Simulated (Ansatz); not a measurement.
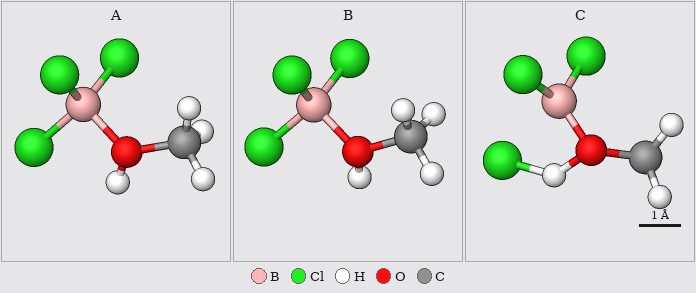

3 geometries from a converged minimum-energy path of CH4BCl3O, shuffled. The picture is a ball-and-stick view, seen at a tilt.

The calculation used RKS PBE/def2-SVP (Ansatz 0.2.0). Settings: 7 movable images; climbing image; force threshold 0.03 eV/Å; iteration limit 60; starting path through a guess of the saddle point.

### Which of them lies highest in energy?

C. In order along the path, whose images run from 0 to 8: B (image 0, 0.0 kJ/mol), A (image 1, +2.6 kJ/mol), C (image 3, +59.6 kJ/mol). Breaking: B–Cl (1.83 → 4.28 Å), H–O (0.98 → 1.94 Å). Forming: Cl–H (2.54 → 1.31 Å).
